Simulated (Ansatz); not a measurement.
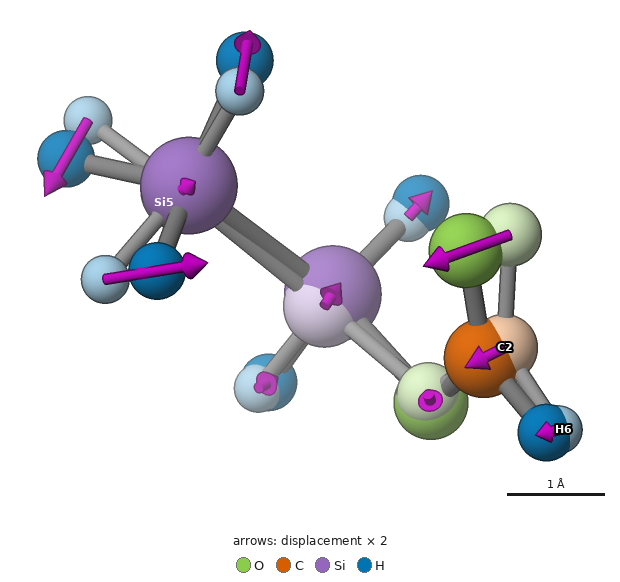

This is a relaxation of CH6O2Si2 (coarse preliminary run). The starting structure is drawn faded, the final one solid; purple arrows show the displacements, magnified 2 times. The two geometries are superimposed by the best rigid fit.

Style: ball-and-stick. Shown from a free direction.

The start comes from a force field.

The calculation used RKS PBE-D4/def2-SVP (Ansatz). Settings: force threshold 0.03 eV/Å; at most 200 steps.

**What happened in the run?**

The energy falls by 21.9 kJ/mol in 11 accepted moves (12 points after the start). Largest force component: 1.2 eV/Å at the start, 0.0088 eV/Å at the end. The line search rejected the trial step at point 2 of the run. The atom that moves furthest after the best rigid fit is an H atom (0.65 Å). Largest moves by element: H 0.65 Å, O 0.51 Å, C 0.24 Å, Si 0.18 Å. Among the contacts that change: Si–Si 2.287 → 2.353 Å, O–Si 1.699 → 1.759 Å, H–Si 1.445 → 1.500 Å, H–Si 1.485 → 1.509 Å. Bond angles that change, for instance: C–O–Si 125.5° → 116.3°, O–Si–H 110.3° → 101.4°, H–Si–H 105.1° → 110.7°. Groups turn about Si–Si by about 25°.
